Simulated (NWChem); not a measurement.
# BHF2 (SMILES FBF): BP86/6-311+G(d,p)

Aim: the electronic atomisation energy of BHF2 at BP86/6-311+G**, from 4 runs. 

Program for the calculation: NWChem 7.3.0.

5 further runs of the same task are left out: 5 set aside as unsound or not needed.

**1. The system as given**

The species is BHF2 (4 atoms), meant as a singlet with charge 0. As SMILES, `FBF`. Geometry: relaxed at PBE0-D4/def2-TZVP.

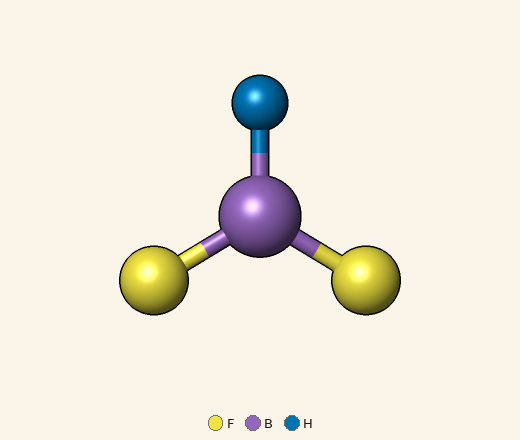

Viewed from a chosen angle; fluorine yellow, boron purple, hydrogen blue.

**2. The energy at BP86/6-311+G(d,p) (run 1)**

Contents of bf2h.nw:

```
start bf2h
title "BF2H"
memory total 2200 mb

geometry units au noautosym nocenter noautoz
  F      2.18131087     0.86341587    -0.68389188
  B     -0.00359048    -0.05858151     0.04762110
  F     -2.07000600     0.99909820    -0.82940080
  H     -0.10771439    -1.80393256     1.46567158
end

basis spherical bse
  * library 6-311+G**
end

dft
  xc becke88 perdew86
  grid fine
  convergence energy 1e-08
  maxiter 100
  mulliken
  noprint "final vectors analysis"
end

task dft energy
```

Launch:

```
nwchem bf2h.nw > bf2h.out
```

What it wrote:

```text
[...]
          Wavefunction type:  closed shell.
          No. of atoms     :     4
          No. of electrons :    24
[...]
          Charge           :     0
          Spin multiplicity:     1
[...]
          AO basis - number of functions:    72
[...]
              XC Information
              --------------
                    Becke 1988 Exchange Functional  1.000
                Perdew 1981 Correlation Functional  1.000 local
                Perdew 1986 Correlation Functional  1.000 non-local
[...]
 d= 0,ls=0.0,diis     1   -225.2139994484 -2.87D+02  1.57D-02  1.05D+00     0.7
[...]
 d= 0,ls=0.0,diis    10   -225.3069677003 -1.92D-11  4.87D-08  1.01D-10     4.8
         Total DFT energy =     -225.306967700267
      One electron energy =     -434.985776881774
           Coulomb energy =      173.191205395053
    Exchange-Corr. energy =      -25.400950906580
 Nuclear repulsion energy =       61.888554693035
[...]
      Total Density - Mulliken Population Analysis
     ---------------------------------------------
    Atom       Charge   Shell Charges
 -----------   ------   -------------------------------------------------------
    1 F    9     8.99   1.08  0.91  1.19  1.09  2.35  0.84  1.60 -0.13  0.07  0.00
    2 B    5     5.03   1.13  0.85  0.49  0.66  0.87  0.40  0.32  0.01  0.01  0.28
    3 F    9     8.99   1.08  0.91  1.19  1.09  2.35  0.84  1.60 -0.13  0.07  0.00
    4 H    1     0.99   0.26  0.55  0.15  0.02
[...]
```

It took 5.4 s on 1 thread of Intel Xeon Platinum 8488C (Sapphire Rapids), shared host; peak memory 0.11 GiB.

**3. The B atom (run 2)**

Contents of b.xyz:

```xyz
1

B      0.000000     0.000000     0.000000
```

Contents of b.nw:

```
start b
memory stack 880 mb heap 220 mb global 1100 mb
geometry units angstrom noautosym nocenter noautoz
 load b.xyz
end
basis spherical bse
 * library 6-311+G**
end
dft
 xc becke88 perdew86
 mult 2
 grid fine
 convergence energy 1e-08
 maxiter 100
 mulliken
 noprint "final vectors analysis"
end
task dft energy
```

Run the same way, it converges to -24.64877 Eh (log not shown).

**4. The F atom at the same level (run 3)**

Contents of f.nw:

```
start f
memory 2200 mb

geometry noautosym nocenter noautoz
   F      0.000000     0.000000     0.000000
end

basis "ao basis" spherical bse
   * library 6-311+G**
end

dft
   xc becke88 perdew86
   mult 2
   grid fine
   convergence energy 1e-08
   iterations 100
   mulliken
   print low
end

task dft
```

Run the same way, it converges to -99.75215 Eh (log not shown).

**5. The H atom, same level (run 4)**

Contents of h.nw:

```
start h
memory 2200 mb

geometry units atomic noautosym nocenter noautoz
  H   0.00000000  0.00000000  0.00000000
end

basis spherical bse
  * library 6-311+G**
end

dft
  xc becke88 perdew86
  mult 2
  grid fine
  convergence energy 1e-08
  iterations 100
  mulliken
  print low
end

task dft energy
```

Launch:

```
nwchem h.nw > h.out
```

What it wrote:

```text
[...]
 d= 0,ls=0.0,diis     1     -0.4996910100 -5.00D-01  8.61D-03  7.15D-04     0.0
[...]
 d= 0,ls=0.0,diis     5     -0.5000215125 -1.39D-13  9.13D-10  4.76D-18     0.1
[...]
         Total DFT energy =       -0.500021512471
      One electron energy =       -0.499454869957
           Coulomb energy =        0.307394773596
    Exchange-Corr. energy =       -0.307961416111
 Nuclear repulsion energy =        0.000000000000
[...]
      Total Density - Mulliken Population Analysis
     ---------------------------------------------
    Atom       Charge   Shell Charges
 -----------   ------   -------------------------------------------------------
    1 H    1     1.00   0.18  0.45  0.37  0.00
     --------------------------------------------
      Spin Density - Mulliken Population Analysis
     --------------------------------------------
    Atom       Charge   Shell Charges
 -----------   ------   -------------------------------------------------------
    1 H    1     1.00   0.18  0.45  0.37  0.00
[...]
      <S2> =      0.7500 (Exact =     0.7500)
[...]
```

It took 0.64 s on 1 thread of Intel Xeon Platinum 8488C (Sapphire Rapids), shared host; peak memory 0.1 GiB.

**6. All runs side by side**

```csv
run,level,partner,energy (Eh),wall time
1,BP86/6-311+G**,base,-225.306968,5.4 s
2,UBP86/6-311+G**,atoms,-24.648769,0.88 s
3,UBP86/6-311+G**,atoms,-99.752154,0.88 s
4,UBP86/6-311+G**,atoms,-0.500022,0.64 s
```

**7. Outcome**

Level: BP86/6-311+G**.

```
                     quantity        value
         H atom: total energy  -0.50002 Eh
                 H atom: ⟨S²⟩        0.750
electronic atomisation energy    17.793 eV
```

What this shows: Taking the molecule apart into free atoms costs 17.79 eV (1717 kJ/mol), before zero-point energy and without spin-orbit coupling. All runs together took 7.8 s, the longest 5.4 s.
